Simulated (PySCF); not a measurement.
# C2H8BF2N: NMR shifts at several levels of theory, part 2 of 2

PySCF 2.14.0. Atoms count from 0.

### 8 Nuclear shieldings: PBE0/aug-cc-pVDZ

What the job is given:

```
{"job": {"kind": "nmr", "xc": "PBE0", "basis": "aug-cc-pVDZ", "pop": true}, "charge": 0, "multiplicity": 1}
B      1.982819     0.326656     0.101196
N      0.370615     0.522341     0.235021
C     -0.413106    -0.599865    -0.274806
C     -1.891997    -0.358149    -0.112637
F     -2.176973    -0.173748     1.198474
F     -2.236512     0.779567    -0.762733
H      2.242972    -0.677863     0.754242
H      2.195589     0.188098    -1.098199
H      2.475408     1.346044     0.565184
H      0.137215     0.676744     1.218461
H      0.097053     1.375561    -0.257458
H     -0.112907    -1.507415     0.266922
H     -0.163151    -0.746835    -1.334569
H     -2.510424    -1.186542    -0.497412
```

Level: GIAO PBE0/aug-cc-pVDZ NMR shielding, non-relativistic, gas phase.

What it wrote:

```text
coarse grid: 11456 points
cycle   1  E = -359.8646917040  dE =  6.091e-01  |g| = 6.792e-01  |ddm| = 8.908e+00
cycle   2  E = -359.8126378402  dE =  5.205e-02  |g| = 9.244e-01  |ddm| = 3.023e+00
cycle   3  E = -359.9629071331  dE = -1.503e-01  |g| = 8.239e-02  |ddm| = 1.435e+00
cycle   4  E = -359.9643704755  dE = -1.463e-03  |g| = 2.684e-02  |ddm| = 2.712e-01
cycle   5  E = -359.9645491147  dE = -1.786e-04  |g| = 4.375e-03  |ddm| = 1.087e-01
cycle   6  E = -359.9645531412  dE = -4.026e-06  |g| = 1.418e-03  |ddm| = 1.530e-02
final grid: 110800 points
cycle   7  E = -359.9739592565  dE = -5.209e-05  |g| = 7.229e-03  |ddm| = 2.063e-01
cycle   8  E = -359.9739532975  dE =  5.959e-06  |g| = 9.418e-03  |ddm| = 4.118e-02
cycle   9  E = -359.9739709069  dE = -1.761e-05  |g| = 8.499e-04  |ddm| = 1.641e-02
cycle  10  E = -359.9739710480  dE = -1.411e-07  |g| = 2.079e-04  |ddm| = 2.638e-03
cycle  11  E = -359.9739710564  dE = -8.428e-09  |g| = 5.020e-05  |ddm| = 6.330e-04
cycle  12  E = -359.9739710569  dE = -5.082e-10  |g| = 2.019e-05  |ddm| = 1.614e-04
converged SCF energy = -359.9739710569

GIAO shielding tensors (ppm)
atom      isotropic    diamagn.    paramagn.     s11        s22        s33       span
  0 B      129.717     238.331    -108.615    116.252    117.901    154.997     38.746
  1 N      234.188     292.990     -58.802    223.689    236.123    242.751     19.062
  2 C      143.698     207.786     -64.088    125.210    136.311    169.574     44.365
  3 C       83.941     221.276    -137.335     64.040     84.117    103.665     39.626
  4 F      328.574     472.383    -143.809    216.254    341.698    427.770    211.516
  5 F      328.636     472.433    -143.797    216.609    341.579    427.720    211.111
  6 H       29.345      31.011      -1.666     26.772     27.497     33.767      6.996
  7 H       29.347      31.023      -1.676     26.778     27.495     33.766      6.988
  8 H       28.977      27.503       1.475     26.176     27.205     33.552      7.376
  9 H       28.193      34.599      -6.406     20.259     27.538     36.782     16.523
 10 H       28.195      34.608      -6.412     20.244     27.534     36.808     16.564
 11 H       28.333      31.251      -2.918     24.616     28.138     32.245      7.629
 12 H       28.335      31.249      -2.914     24.615     28.119     32.271      7.656
 13 H       25.409      29.541      -4.131     22.850     24.105     29.273      6.423
```

Run time: 18 s. Hardware: 1 thread of Arm Neoverse V2, shared host; peak memory 0.93 GiB.

This run: δ C3 111.2, C2 51.4, B0 -19.5, N1 35.7, H13 5.99, H9 3.20 ppm (means over like atoms).

### 9 Nuclear shieldings: PBE0/IGLO-III

Same as in step 8 but for these lines:

```diff
@@ -1,2 +1,2 @@
-{"job": {"kind": "nmr", "xc": "PBE0", "basis": "aug-cc-pVDZ", "pop": true}, "charge": 0, "multiplicity": 1}
+{"job": {"kind": "nmr", "xc": "PBE0", "basis": "IGLO-III", "pop": true}, "charge": 0, "multiplicity": 1}
 B      1.982819     0.326656     0.101196
```

With the program's defaults for keys left out, this is: GIAO PBE0/IGLO-III NMR shielding, non-relativistic, gas phase.

What it wrote:

```text
coarse grid: 11456 points
cycle   1  E = -359.9712029928  dE =  5.857e-01  |g| = 7.463e-01  |ddm| = 2.259e+00
cycle   2  E = -359.9053230182  dE =  6.588e-02  |g| = 1.045e+00  |ddm| = 8.517e-01
cycle   3  E = -360.0779395470  dE = -1.726e-01  |g| = 8.836e-02  |ddm| = 4.185e-01
cycle   4  E = -360.0794661751  dE = -1.527e-03  |g| = 3.386e-02  |ddm| = 8.188e-02
cycle   5  E = -360.0797301112  dE = -2.639e-04  |g| = 5.202e-03  |ddm| = 1.955e-02
cycle   6  E = -360.0797350554  dE = -4.944e-06  |g| = 1.645e-03  |ddm| = 3.611e-03
final grid: 110800 points
cycle   7  E = -360.0853140086  dE = -1.193e-04  |g| = 6.658e-03  |ddm| = 6.981e-02
cycle   8  E = -360.0853103520  dE =  3.657e-06  |g| = 8.132e-03  |ddm| = 7.874e-03
cycle   9  E = -360.0853229169  dE = -1.256e-05  |g| = 9.969e-04  |ddm| = 3.635e-03
cycle  10  E = -360.0853230486  dE = -1.316e-07  |g| = 3.428e-04  |ddm| = 6.091e-04
cycle  11  E = -360.0853230697  dE = -2.119e-08  |g| = 6.399e-05  |ddm| = 2.068e-04
cycle  12  E = -360.0853230705  dE = -7.456e-10  |g| = 2.276e-05  |ddm| = 4.169e-05
converged SCF energy = -360.0853230705

GIAO shielding tensors (ppm)
atom      isotropic    diamagn.    paramagn.     s11        s22        s33       span
  0 B      121.195     188.291     -67.097    106.383    108.242    148.958     42.575
  1 N      223.044     317.605     -94.561    209.794    226.722    232.616     22.822
  2 C      129.282     253.841    -124.560    110.464    121.780    155.601     45.138
  3 C       65.015     244.099    -179.084     44.321     65.177     85.547     41.226
  4 F      317.450     463.286    -145.836    196.659    331.347    424.345    227.686
  5 F      317.566     463.329    -145.763    197.107    331.253    424.338    227.231
  6 H       29.395      29.626      -0.232     26.857     27.524     33.804      6.947
  7 H       29.396      29.623      -0.227     26.863     27.523     33.802      6.939
  8 H       29.051      28.447       0.604     26.291     27.254     33.607      7.316
  9 H       28.187      30.423      -2.236     20.156     27.482     36.924     16.768
 10 H       28.190      30.411      -2.221     20.142     27.479     36.950     16.808
 11 H       28.350      31.270      -2.920     24.577     28.180     32.293      7.716
 12 H       28.351      31.281      -2.930     24.575     28.160     32.318      7.742
 13 H       25.471      26.299      -0.828     22.920     24.236     29.256      6.336
```

Wall time 28 s (1 thread of Arm Neoverse V2, shared host); peak memory 1 GiB.

This run: δ C3 118.8, C2 54.5, B0 -21.3, N1 37.5, H13 5.90, H9 3.19 ppm (means over like atoms).

### 10 Shielding tensors: PBE0/pcSseg-0

Same as in step 9 but for these lines:

```diff
@@ -1,2 +1,2 @@
-{"job": {"kind": "nmr", "xc": "PBE0", "basis": "IGLO-III", "pop": true}, "charge": 0, "multiplicity": 1}
+{"job": {"kind": "nmr", "xc": "PBE0", "basis": "pcSseg-0", "pop": true}, "charge": 0, "multiplicity": 1}
 B      1.982819     0.326656     0.101196
```

Method: GIAO PBE0/pcSseg-0 NMR shielding, non-relativistic, gas phase.

What it wrote:

```text
coarse grid: 11456 points
cycle   1  E = -359.0435872473  dE =  5.740e-01  |g| = 6.790e-01  |ddm| = 3.287e+00
cycle   2  E = -358.9971749913  dE =  4.641e-02  |g| = 9.296e-01  |ddm| = 1.493e+00
cycle   3  E = -359.1486167871  dE = -1.514e-01  |g| = 5.904e-02  |ddm| = 7.687e-01
cycle   4  E = -359.1495132349  dE = -8.964e-04  |g| = 2.275e-02  |ddm| = 9.902e-02
cycle   5  E = -359.1496399310  dE = -1.267e-04  |g| = 3.678e-03  |ddm| = 2.413e-02
cycle   6  E = -359.1496421132  dE = -2.182e-06  |g| = 1.701e-03  |ddm| = 4.361e-03
final grid: 110800 points
cycle   7  E = -359.0938345631  dE = -1.750e-05  |g| = 4.067e-03  |ddm| = 1.953e-02
cycle   8  E = -359.0938351771  dE = -6.140e-07  |g| = 3.758e-03  |ddm| = 8.035e-03
cycle   9  E = -359.0938385848  dE = -3.408e-06  |g| = 5.898e-04  |ddm| = 3.789e-03
cycle  10  E = -359.0938386392  dE = -5.443e-08  |g| = 7.564e-05  |ddm| = 5.019e-04
cycle  11  E = -359.0938386400  dE = -8.065e-10  |g| = 3.553e-05  |ddm| = 1.084e-04
cycle  12  E = -359.0938386403  dE = -2.824e-10  |g| = 3.458e-06  |ddm| = 3.420e-05
converged SCF energy = -359.0938386403

GIAO shielding tensors (ppm)
atom      isotropic    diamagn.    paramagn.     s11        s22        s33       span
  0 B      126.496     189.510     -63.014    109.981    113.075    156.433     46.452
  1 N      237.648     318.990     -81.341    224.435    241.449    247.061     22.626
  2 C      138.206     246.869    -108.663    119.570    130.187    164.860     45.290
  3 C       67.437     242.853    -175.416     44.290     66.174     91.847     47.557
  4 F      339.306     475.224    -135.918    224.455    333.834    459.628    235.174
  5 F      339.442     475.235    -135.793    225.007    333.946    459.372    234.365
  6 H       29.788      29.460       0.328     26.257     27.664     35.445      9.188
  7 H       29.790      29.460       0.330     26.266     27.661     35.444      9.177
  8 H       29.422      29.318       0.104     25.892     27.356     35.019      9.127
  9 H       30.536      31.390      -0.854     22.676     29.669     39.264     16.588
 10 H       30.535      31.387      -0.852     22.663     29.661     39.282     16.618
 11 H       29.671      29.770      -0.099     25.664     28.974     34.375      8.711
 12 H       29.673      29.785      -0.111     25.668     28.957     34.395      8.727
 13 H       26.459      26.411       0.048     23.263     24.752     31.363      8.101
```

Wall time 4.3 s (1 thread of Arm Neoverse V2, shared host); peak memory 0.46 GiB.

In short: δ C3 126.1, C2 55.3, B0 -21.6, N1 28.4, H13 6.37, H6 3.16 ppm (means over like atoms).

### 11 Nuclear shieldings: PBE0/pcSseg-2

Same as in step 10 but for these lines:

```diff
@@ -1,2 +1,2 @@
-{"job": {"kind": "nmr", "xc": "PBE0", "basis": "pcSseg-0", "pop": true}, "charge": 0, "multiplicity": 1}
+{"job": {"kind": "nmr", "xc": "PBE0", "basis": "pcSseg-2", "pop": true}, "charge": 0, "multiplicity": 1}
 B      1.982819     0.326656     0.101196
```

Level: GIAO PBE0/pcSseg-2 NMR shielding, non-relativistic, gas phase.

What it wrote:

```text
coarse grid: 11456 points
cycle   1  E = -359.9648209702  dE =  5.789e-01  |g| = 7.452e-01  |ddm| = 2.284e+00
cycle   2  E = -359.9009742903  dE =  6.385e-02  |g| = 1.032e+00  |ddm| = 1.060e+00
cycle   3  E = -360.0713993273  dE = -1.704e-01  |g| = 8.829e-02  |ddm| = 5.121e-01
cycle   4  E = -360.0729506786  dE = -1.551e-03  |g| = 3.099e-02  |ddm| = 1.005e-01
cycle   5  E = -360.0731766986  dE = -2.260e-04  |g| = 5.111e-03  |ddm| = 2.430e-02
cycle   6  E = -360.0731815758  dE = -4.877e-06  |g| = 1.610e-03  |ddm| = 4.281e-03
final grid: 110800 points
cycle   7  E = -360.0767771441  dE = -1.310e-04  |g| = 6.456e-03  |ddm| = 5.008e-02
cycle   8  E = -360.0767737402  dE =  3.404e-06  |g| = 7.927e-03  |ddm| = 8.790e-03
cycle   9  E = -360.0767861752  dE = -1.244e-05  |g| = 9.356e-04  |ddm| = 4.598e-03
cycle  10  E = -360.0767862963  dE = -1.211e-07  |g| = 3.334e-04  |ddm| = 6.949e-04
cycle  11  E = -360.0767863155  dE = -1.919e-08  |g| = 5.968e-05  |ddm| = 2.198e-04
cycle  12  E = -360.0767863161  dE = -6.251e-10  |g| = 2.286e-05  |ddm| = 5.202e-05
converged SCF energy = -360.0767863161

GIAO shielding tensors (ppm)
atom      isotropic    diamagn.    paramagn.     s11        s22        s33       span
  0 B      120.988     184.569     -63.581    105.999    107.969    148.997     42.998
  1 N      223.280     313.407     -90.128    209.881    226.916    233.042     23.160
  2 C      129.184     246.090    -116.905    110.179    121.758    155.616     45.437
  3 C       64.270     235.957    -171.688     43.452     64.293     85.064     41.612
  4 F      318.101     468.572    -150.471    198.109    331.114    425.081    226.972
  5 F      318.211     468.640    -150.430    198.571    330.982    425.079    226.508
  6 H       29.336      29.071       0.265     26.824     27.434     33.750      6.926
  7 H       29.338      29.065       0.273     26.831     27.434     33.749      6.918
  8 H       28.981      28.413       0.569     26.237     27.164     33.543      7.306
  9 H       28.018      31.537      -3.519     19.936     27.193     36.924     16.988
 10 H       28.021      31.527      -3.506     19.922     27.189     36.951     17.028
 11 H       28.256      30.881      -2.625     24.475     28.006     32.287      7.812
 12 H       28.256      30.884      -2.628     24.472     27.985     32.311      7.839
 13 H       25.402      26.642      -1.240     22.843     24.128     29.234      6.391
```

Run time: 38 s. Hardware: 1 thread of Arm Neoverse V2, shared host; peak memory 1.3 GiB.

In short: δ C3 119.9, C2 54.9, B0 -21.9, N1 38.4, H13 5.84, H9 3.23 ppm (means over like atoms).

### 12 Side by side: NMR shifts

Shifts (ppm) of some atoms, chosen among heavy atoms and hydrogens apart, means over like atoms, with basis size and wall time:

```csv
run,C3,C2,H9,H6,B0,N1,F4,functions,time
PBE0/6-31G*,110.2,49.8,2.73,2.30,-19.8,24.8,-138.9,100,6.7 s
"PBE0/6-311+G(2d,p)",114.2,52.3,3.03,2.15,-22.4,36.7,-144.3,210,17 s
PBE0/def2-SVP,111.5,49.5,2.83,2.03,-21.1,35.1,-126.2,124,8.1 s
PBE0/def2-TZVP,117.4,53.3,3.00,2.15,-22.3,40.3,-140.4,234,21 s
PBE0/cc-pVDZ,111.8,51.8,2.82,2.05,-19.0,38.0,-134.9,124,8.4 s
PBE0/cc-pVTZ,116.4,52.9,3.16,2.01,-22.8,40.9,-139.2,292,29 s
PBE0/aug-cc-pVDZ,111.2,51.4,3.20,2.17,-19.5,35.7,-134.5,210,18 s
PBE0/IGLO-III,118.8,54.5,3.19,2.09,-21.3,37.5,-142.9,290,28 s
PBE0/pcSseg-0,126.1,55.3,2.30,3.16,-21.6,28.4,-161.0,70,4.3 s
PBE0/pcSseg-2,119.9,54.9,3.23,2.03,-21.9,38.4,-142.3,328,38 s
```

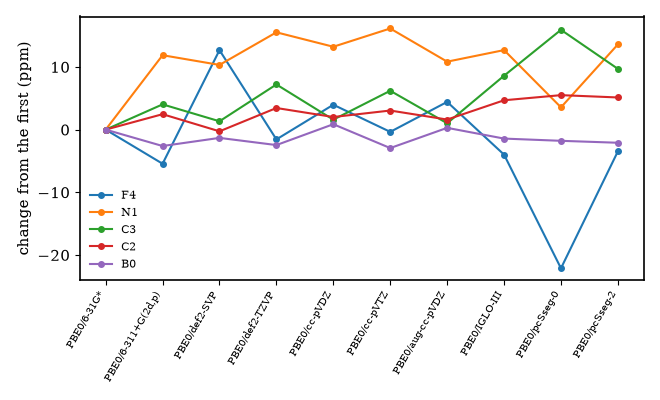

How five of the tabulated atoms move from run to run.

### 13 What came out

This closing draws on all 2 parts.

```
                                                               quantity                       value
                                   13C shifts against TMS (PBE0/6-31G*)             110.2, 49.8 ppm
   1H shifts against TMS (PBE0/6-31G*, means over atoms taken as alike)  5.79, 2.78, 2.73, 2.30 ppm
                              11B shifts against BF3·OEt2 (PBE0/6-31G*)                   -19.8 ppm
                                   15N shifts against NH3 (PBE0/6-31G*)                    24.8 ppm
19F shifts against CFCl3 (PBE0/6-31G*, means over atoms taken as alike)                  -138.9 ppm
                         range of the shift of F4 (with its like atoms)        -161.0 to -126.2 ppm
```

What this shows: Single values in the summary come from the first sound run of each kind (PBE0/6-31G*), which need not be the best level. At PBE0/6-31G*: The widest tensor belongs to F4, F5: span 196 ppm, with a paramagnetic part of -134 ppm. In ppm, F4 (with its like atoms) moves most: its shift spreads over 34.8 ppm, from -161.0 (PBE0/pcSseg-0) to -126.2 (PBE0/def2-SVP). Most of that comes from the computed reference, not from the atom's own shielding.
